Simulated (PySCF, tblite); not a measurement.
**C6H12F2Si: geometry, infrared bands and NMR shifts**

What infrared bands and NMR shifts should C6H12F2Si (`CC(C)[C@H]([SiH3])/C(F)=C/F`) show?

Computed with tblite 0.8.0 and PySCF 2.14.0, with density-fitted response routines of our own, on a single molecule in the gas phase. Atoms count from 0, in the outputs and in this text.

## (1) The molecule as given

21 atoms, charge 0, multiplicity 1; geometry from: force field or distance geometry start.

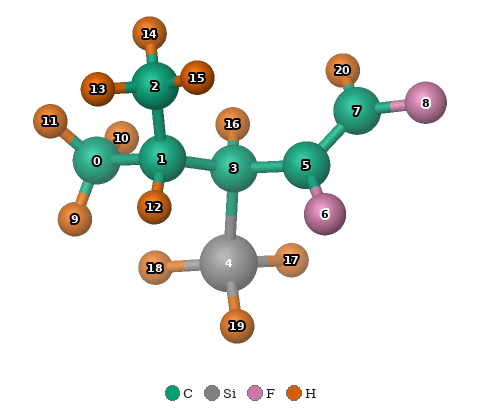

As it starts; carbon teal, silicon grey, fluorine pink, hydrogen orange, atoms numbered.

## (2) Optimising the geometry with GFN2-xTB

The job: settings as JSON, then the geometry in Å.

```
{"job": {"kind": "relax", "xc": "GFN2-xTB", "basis": "xTB"}, "charge": 0, "multiplicity": 1}
C     -1.702400    -0.913000    -0.616400
C     -0.845400    -0.191200     0.411800
C     -1.568500     1.049700     0.785300
C      0.493800    -0.019100    -0.211300
Si     1.182600    -1.719600    -0.616200
C      1.492300     0.713900     0.589200
F      1.927900     0.319100     1.821600
C      2.006300     1.836900     0.064700
F      2.933500     2.588000     0.706600
H     -1.647700    -1.996900    -0.457900
H     -1.282000    -0.607600    -1.602800
H     -2.758100    -0.550900    -0.512600
H     -0.784900    -0.836700     1.332200
H     -2.546700     0.712400     1.231300
H     -1.882300     1.673800    -0.091200
H     -1.091900     1.659800     1.572900
H      0.329800     0.472600    -1.193300
H      2.338800    -1.456200    -1.512800
H      0.174000    -2.467800    -1.368900
H      1.563100    -2.424000     0.599400
H      1.659000     2.173800    -0.931900
```

Command:

```bash
$ OMP_NUM_THREADS=1 python probes_run.py task.json out
```

The driver reads the jobs from task.json and runs them one after another.

Log:

```text
step      E/eV     max force
  0    -819.29742    2.477
  1    -819.53435    1.095
  2    -819.62996    0.805
  3    -819.69413    0.657
  4    -819.76370    0.458
  5    -819.80318    0.380
  6    -819.82736    0.400
  7    -819.85405    0.365
  8    -819.87302    0.267
  9    -819.89002    0.247
 10    -819.90757    0.329
 11    -819.92744    0.366
 12    -819.94596    0.289
 13    -819.95989    0.266
 14    -819.97084    0.235
 15    -819.98299    0.254
 16    -819.99596    0.267
 17    -820.00641    0.209
 18    -820.01393    0.148
 19    -820.02070    0.200
 20    -820.02791    0.221
 21    -820.03453    0.207
 22    -820.03911    0.134
 23    -820.04235    0.134
 24    -820.04570    0.153
 25    -820.04918    0.157
 26    -820.05184    0.110
 27    -820.05352    0.088
 28    -820.05482    0.082
 29    -820.05613    0.090
 30    -820.05752    0.083
 31    -820.05893    0.100
 32    -820.06052    0.099
 33    -820.06252    0.132
 34    -820.06479    0.137
 35    -820.06692    0.116
 36    -820.06886    0.129
 37    -820.07100    0.123
 38    -820.07361    0.142
 39    -820.07628    0.133
 40    -820.07824    0.082
 41    -820.07955    0.084
 42    -820.08081    0.095
 43    -820.08235    0.114
 44    -820.08396    0.120
 45    -820.08568    0.099
 46    -820.08754    0.091
 47    -820.08904    0.108
 48    -820.09061    0.105
 49    -820.09168    0.059
 50    -820.09227    0.070
 51    -820.09278    0.073
 52    -820.09336    0.060
 53    -820.09389    0.060
 54    -820.09431    0.041
 55    -820.09465    0.036
 56    -820.09498    0.044
 57    -820.09533    0.045
 58    -820.09567    0.040
 59    -820.09599    0.040
 60    -820.09636    0.046
 61    -820.09679    0.054
 62    -820.09724    0.060
 63    -820.09761    0.043
 64    -820.09788    0.044
 65    -820.09815    0.046
 66    -820.09849    0.051
 67    -820.09891    0.060
 68    -820.09933    0.045
 69    -820.09967    0.038
 70    -820.09994    0.039
 71    -820.10020    0.038
 72    -820.10050    0.041
 73    -820.10078    0.033
 74    -820.10099    0.028
 75    -820.10112    0.028
 76    -820.10124    0.027
 77    -820.10139    0.032
 78    -820.10159    0.036
 79    -820.10177    0.030
 80    -820.10196    0.027
 81    -820.10218    0.031
 82    -820.10246    0.041
 83    -820.10278    0.047
 84    -820.10313    0.037
 85    -820.10346    0.033
 86    -820.10377    0.033
 87    -820.10409    0.040
 88    -820.10448    0.048
 89    -820.10502    0.051
 90    -820.10569    0.064
 91    -820.10632    0.064
 92    -820.10677    0.049
 93    -820.10668    0.077
 94    -820.10735    0.049
 95    -820.10765    0.041
 96    -820.10823    0.041
 97    -820.10857    0.038
 98    -820.10881    0.030
 99    -820.10895    0.028
100    -820.10910    0.026
101    -820.10926    0.028
102    -820.10940    0.022
103    -820.10948    0.017
104    -820.10953    0.014
105    -820.10957    0.014
106    -820.10962    0.019
107    -820.10965    0.019
108    -820.10968    0.013
109    -820.10969    0.008
```

Wall time 0.78 s (1 thread of Arm Neoverse V2, shared host).

Step by step: (not every step is listed)

```csv
step,energy from step 0 (eV),largest force (eV/Å)
0,0.0000,2.4765
1,-0.2369,1.0952
2,-0.3325,0.8055
3,-0.3967,0.6567
4,-0.4663,0.4584
5,-0.5058,0.3800
6,-0.5299,0.3996
7,-0.5566,0.3649
8,-0.5756,0.2674
17,-0.7090,0.2094
26,-0.7544,0.1101
35,-0.7695,0.1160
44,-0.7865,0.1204
53,-0.7965,0.0597
62,-0.7998,0.0601
71,-0.8028,0.0381
80,-0.8045,0.0266
89,-0.8076,0.0506
98,-0.8114,0.0297
104,-0.8121,0.0139
105,-0.8121,0.0136
106,-0.8122,0.0188
107,-0.8122,0.0193
108,-0.8123,0.0132
109,-0.8123,0.0085
```

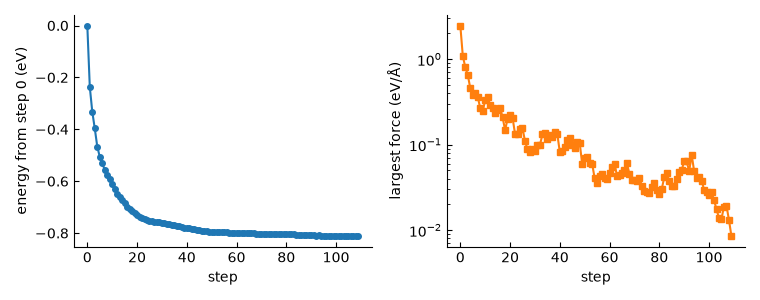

Energy and largest force along the relaxation.

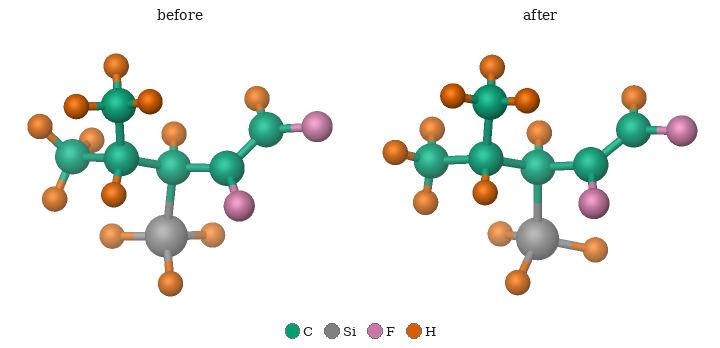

Before and after, at one scale.

Distances of close pairs at the start and the end, largest changes first:

```csv
bond,before (Å),after (Å),change (Å)
C1–C3,1.487,1.540,+0.053
C3–Si4,1.879,1.928,+0.049
C1–C2,1.484,1.529,+0.045
C2–H13,1.127,1.088,-0.039
C0–H11,1.121,1.088,-0.033
C2–H14,1.121,1.089,-0.032
C1–H12,1.126,1.095,-0.031
C7–H20,1.108,1.078,-0.030
```

The end geometry stands in the next job.

## (3) Harmonic vibrations with GFN2-xTB

The job: settings as JSON, then the geometry in Å.

```
{"job": {"kind": "ir", "xc": "GFN2-xTB", "basis": "xTB"}, "charge": 0, "multiplicity": 1}
C     -1.878338    -1.029431    -0.437481
C     -0.903165    -0.207105     0.397075
C     -1.505550     1.164986     0.699373
C      0.447755    -0.056450    -0.326621
Si     1.309154    -1.740682    -0.699584
C      1.390593     0.752276     0.487312
F      1.647997     0.238109     1.711783
C      1.999073     1.863271     0.096597
F      2.889630     2.526619     0.857552
H     -1.514594    -2.044320    -0.579097
H     -2.020113    -0.572129    -1.414871
H     -2.844622    -1.080572     0.059400
H     -0.730061    -0.723962     1.346796
H     -2.465898     1.053806     1.197868
H     -1.660037     1.724051    -0.221761
H     -0.852533     1.743933     1.348227
H      0.283846     0.480469    -1.264582
H      2.721513    -1.463775    -0.957335
H      0.694699    -2.320483    -1.893579
H      1.143111    -2.618694     0.455192
H      1.838620     2.327025    -0.862733
```

Log:

```text
mode    cm-1     km/mol
  1      45.6      1.05
  2      54.0      0.31
  3     105.6      3.36
  4     113.0      0.68
  5     147.6      1.05
  6     170.9      0.79
  7     212.7      1.04
  8     234.4      2.15
  9     236.4      0.22
 10     293.8      1.50
 11     331.0      1.29
 12     346.9      2.54
 13     408.3      1.22
 14     433.5      3.32
 15     519.0     35.25
 16     544.1     30.50
 17     564.4     26.11
 18     684.9     28.70
 19     749.5      2.70
 20     755.0      8.19
 21     767.0    190.10
 22     775.5    273.30
 23     800.0    298.29
 24     885.7     70.60
 25     901.8      6.65
 26     950.3      1.31
 27     978.6      4.55
 28     987.2      2.59
 29    1082.8    149.73
 30    1106.5     38.96
 31    1151.3     14.31
 32    1169.3      6.58
 33    1178.9     17.04
 34    1198.6    112.87
 35    1247.2     52.83
 36    1271.4     21.36
 37    1322.3      4.19
 38    1341.9     17.95
 39    1409.8      5.76
 40    1423.9      3.22
 41    1492.0      0.21
 42    1497.1      2.16
 43    1502.7      2.10
 44    1508.0      5.72
 45    1725.5     33.38
 46    2277.5    324.17
 47    2286.1    230.09
 48    2302.3    268.98
 49    2940.4     16.29
 50    2953.6     46.89
 51    3023.0      3.19
 52    3028.3     75.43
 53    3029.7     10.33
 54    3035.3     61.91
 55    3039.3     33.83
 56    3042.2     24.23
 57    3108.9     18.14
```

Run time: 0.79 s. Hardware: 1 thread of Arm Neoverse V2, shared host.

Which atoms move in the most intense modes:

```csv
cm⁻¹,km/mol,atoms
767,190.1,"H19 57 %, H18 30 %"
776,273.3,"H17 37 %, H19 25 %, H18 18 %, Si4 10 %"
800,298.3,"H18 46 %, H17 43 %"
1083,149.7,"C7 41 %, F8 30 %"
1199,112.9,"H16 23 %, C3 23 %, C5 17 %, C1 12 %"
2278,324.2,H18 93 %
2286,230.1,H17 93 %
2302,269.0,H19 96 %
```

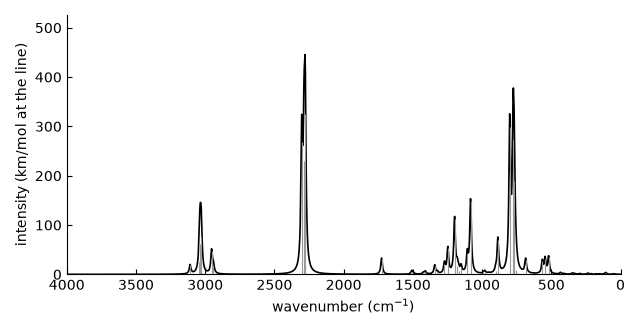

The infrared spectrum from these modes, unscaled. Lines are broadened to a width of 14 cm⁻¹ (Lorentzian).

## (4) NMR shieldings: PBE0/pcSseg-1

Same as in step 3 but for these lines:

```diff
@@ -1,2 +1,2 @@
-{"job": {"kind": "ir", "xc": "GFN2-xTB", "basis": "xTB"}, "charge": 0, "multiplicity": 1}
+{"job": {"kind": "nmr", "xc": "PBE0", "basis": "pcSseg-1"}, "charge": 0, "multiplicity": 1}
 C     -1.878338    -1.029431    -0.437481
```

Method: GIAO PBE0/pcSseg-1 NMR shielding, non-relativistic, gas phase.

Log:

```text
coarse grid: 17752 points
cycle   1  E = -724.2008623866  dE =  9.089e-01  |g| = 6.339e-01  |ddm| = 3.988e+00
cycle   2  E = -724.1505580666  dE =  5.030e-02  |g| = 8.607e-01  |ddm| = 1.148e+00
cycle   3  E = -724.2763777095  dE = -1.258e-01  |g| = 9.678e-02  |ddm| = 7.157e-01
cycle   4  E = -724.2778209364  dE = -1.443e-03  |g| = 3.713e-02  |ddm| = 9.196e-02
cycle   5  E = -724.2781235046  dE = -3.026e-04  |g| = 7.629e-03  |ddm| = 3.994e-02
cycle   6  E = -724.2781344284  dE = -1.092e-05  |g| = 3.613e-03  |ddm| = 1.076e-02
cycle   7  E = -724.2781374239  dE = -2.995e-06  |g| = 7.574e-04  |ddm| = 3.796e-03
final grid: 166848 points
cycle   8  E = -724.3444939558  dE = -6.407e-05  |g| = 9.642e-03  |ddm| = 4.667e-02
cycle   9  E = -724.3444796590  dE =  1.430e-05  |g| = 1.302e-02  |ddm| = 1.927e-02
cycle  10  E = -724.3445156575  dE = -3.600e-05  |g| = 1.488e-03  |ddm| = 1.136e-02
cycle  11  E = -724.3445160157  dE = -3.582e-07  |g| = 3.108e-04  |ddm| = 1.484e-03
cycle  12  E = -724.3445160312  dE = -1.556e-08  |g| = 1.270e-04  |ddm| = 3.559e-04
cycle  13  E = -724.3445160348  dE = -3.588e-09  |g| = 3.850e-05  |ddm| = 1.580e-04
cycle  14  E = -724.3445160351  dE = -3.236e-10  |g| = 1.253e-05  |ddm| = 4.570e-05
converged SCF energy = -724.3445160351

GIAO shielding tensors (ppm)
atom      isotropic    diamagn.    paramagn.     s11        s22        s33       span
  0 C      162.136     248.438     -86.302    149.058    153.381    183.969     34.911
  1 C      155.352     247.542     -92.190    149.363    151.486    165.206     15.842
  2 C      161.700     247.861     -86.162    147.711    153.035    184.353     36.642
  3 C      151.819     252.504    -100.684    135.041    151.076    169.341     34.300
  4 Si     408.763     880.546    -471.783    364.610    404.237    457.444     92.834
  5 C       25.351     252.351    -226.999    -50.303     48.001     78.356    128.658
  6 F      321.696     476.465    -154.770    243.416    276.434    445.238    201.823
  7 C       46.319     253.384    -207.065    -27.526     80.647     85.838    113.364
  8 F      341.368     465.911    -124.542    271.783    312.173    440.149    168.366
  9 H       30.478      31.160      -0.682     25.025     30.094     36.314     11.289
 10 H       31.116      31.452      -0.336     27.979     28.882     36.488      8.508
 11 H       30.489      30.026       0.463     25.841     28.006     37.620     11.779
 12 H       29.714      33.553      -3.839     26.770     28.639     33.733      6.963
 13 H       30.657      30.205       0.452     26.262     27.929     37.779     11.518
 14 H       31.318      31.454      -0.136     28.308     28.980     36.665      8.358
 15 H       29.960      30.839      -0.879     24.446     29.894     35.539     11.093
 16 H       30.747      35.216      -4.469     28.669     29.817     33.755      5.086
 17 H       27.833      29.100      -1.268     24.099     26.204     33.196      9.097
 18 H       27.533      29.967      -2.434     23.580     26.379     32.641      9.060
 19 H       27.569      29.877      -2.308     24.596     25.903     32.208      7.612
 20 H       25.327      31.894      -6.568     22.387     23.774     29.819      7.432
```

Run time: 45 s. Hardware: 1 thread of Arm Neoverse V2, shared host; peak memory 1.1 GiB.

The references, computed at this level on geometries of the same kind, shield at (ppm): 1H TMS 31.72, 13C TMS 186.9, 29Si TMS 349.2, 19F CFCl3 170.9. Their shielding less the atom's gives the shift. The references are single molecules in the gas phase, so shifts against H2O, NH3, PH3, H3PO4 or CFCl3 are not on the usual liquid scales and can be off by tens of ppm. Atoms listed in one row are averaged.

```csv
atoms,environment,σ (ppm),δ (ppm),δ scaled to CDCl3
C5,fully substituted alkene carbon,25.4,161.6,155.8
C7,alkene CH,46.3,140.6,135.3
C3,allylic sp3 CH bonded to Si,151.8,35.1,32.3
C1,sp3 CH,155.4,31.6,28.9
C2,methyl carbon,161.7,25.2,22.7
C0,methyl carbon,162.1,24.8,22.3
H20,hydrogen on an alkene CH,25.33,6.39,6.13
"H17, H18, H19",hydrogen on a silicon bonded to C,27.65,4.07,–
H12,hydrogen on an sp3 CH,29.71,2.00,1.99
"H13, H14, H15",hydrogen on a methyl carbon,30.64,1.07,1.12
"H9, H10, H11",hydrogen on a methyl carbon,30.69,1.02,1.07
H16,hydrogen on an allylic sp3 CH bonded to Si,30.75,0.97,1.02
Si4,"silicon bonded to C, 3 H",408.8,-59.6,–
F6,vinylic fluorine,321.7,-150.7,–
F8,vinylic fluorine,341.4,-170.4,–
```

The scaled column applies a straight-line fit of computed shieldings to shifts measured in CDCl3, and one for carbons that bear F (root-mean-square error 0.16 ppm for H, 1.9 ppm for C).

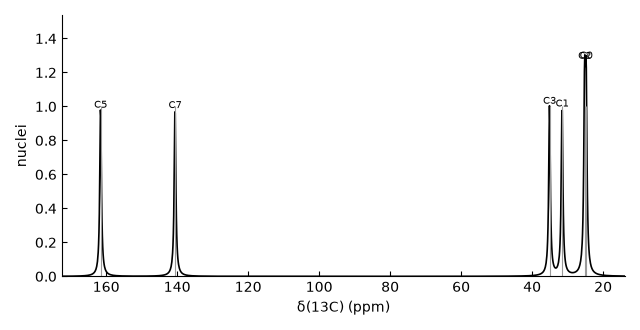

13C lines at the computed shifts, without couplings. Lines are broadened to a width of 0.55 ppm (Lorentzian).

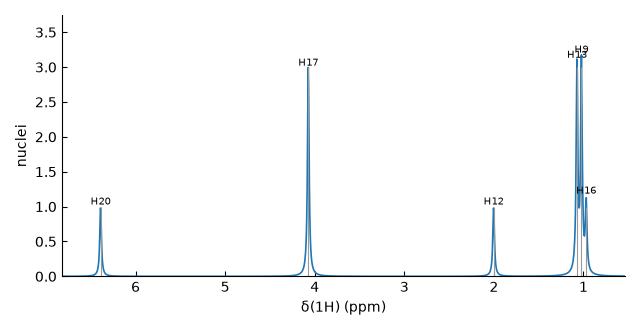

1H lines at the computed shifts, without couplings. Lines are broadened to a width of 0.02 ppm (Lorentzian).

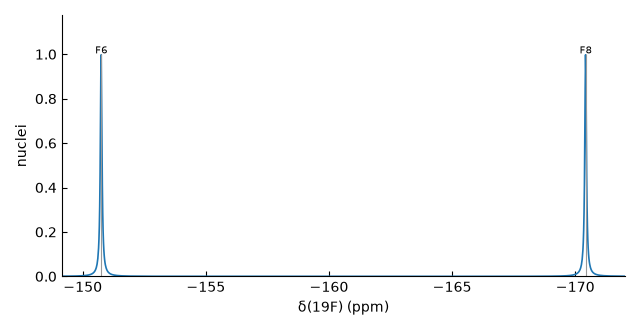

19F lines at the computed shifts, without couplings. Lines are broadened to a width of 0.08 ppm (Lorentzian).

Charges from the same density, by scheme (e):

| atoms | Mulliken | IAO | Hirshfeld | ESP fit |
| --- | --- | --- | --- | --- |
| C0 | -0.21 | -0.41 | -0.12 | -0.55 |
| C1 | -0.36 | -0.09 | -0.02 | 0.53 |
| C2 | -0.19 | -0.42 | -0.12 | -0.63 |
| C3 | -0.52 | -0.38 | -0.11 | -0.59 |
| Si4 | 0.51 | 0.59 | 0.31 | 0.37 |
| C5 | 0.22 | 0.24 | 0.07 | 0.27 |
| F6 | -0.28 | -0.27 | -0.07 | -0.15 |
| C7 | 0.22 | 0.07 | 0.01 | -0.10 |
| F8 | -0.28 | -0.27 | -0.09 | -0.14 |

Hirshfeld charges:

C0 -0.12; C1 -0.02; C2 -0.12; C3 -0.11; Si4 0.31; C5 0.07; F6 -0.07; C7 0.01; F8 -0.09; H9 0.04; H10 0.04; H11 0.04; H12 0.03; H13 0.04; H14 0.04; H15 0.03; H16 0.05; H17 -0.08; H18 -0.08; H19 -0.07; H20 0.06

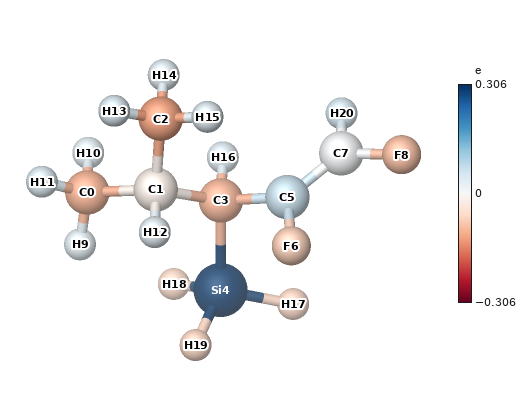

Hirshfeld charges, as colours on the atoms.

Mayer bond orders: C0–C1 1.05, C1–C2 1.04, C1–C3 0.95, C3–Si4 0.83, C3–C5 0.99, C5–F6 0.92, C5–C7 1.79, C7–F8 0.94.

## (5) Outcome

| quantity | value |
| --- | --- |
| strongest single infrared mode (GFN2-xTB) | 2278 cm⁻¹, 324 km/mol |
| zero-point energy (GFN2-xTB) | 101.1 kcal/mol |
| 13C shifts against TMS (PBE0/pcSseg-1) | 161.6, 140.6, 35.1, 31.6, 25.2, 24.8 ppm |
| 1H shifts against TMS (PBE0/pcSseg-1, means over atoms taken as alike) | 6.39, 4.07, 2.00, 1.07, 1.02, 0.97 ppm |
| 29Si shifts against TMS (PBE0/pcSseg-1) | -59.6 ppm |
| 19F shifts against CFCl3 (PBE0/pcSseg-1) | -150.7, -170.4 ppm |

In words: Relaxing lowered the energy by 0.812 eV in 109 steps; the close pair that moved most is C1–C3, from 1.487 to 1.540 Å. All 57 modes are real, so the xTB geometry is a minimum. The strongest single mode, at 2278 cm⁻¹, moves mainly H18. GFN2-xTB is a fitted tight-binding method: band positions and strengths are rough. Its intensities can rank the bands wrongly. The most deshielded hydrogen is H20 (hydrogen on an alkene CH), at 6.39 ppm: olefinic region. At PBE0/pcSseg-1: The widest tensor belongs to F6: span 202 ppm, with a paramagnetic part of -155 ppm.
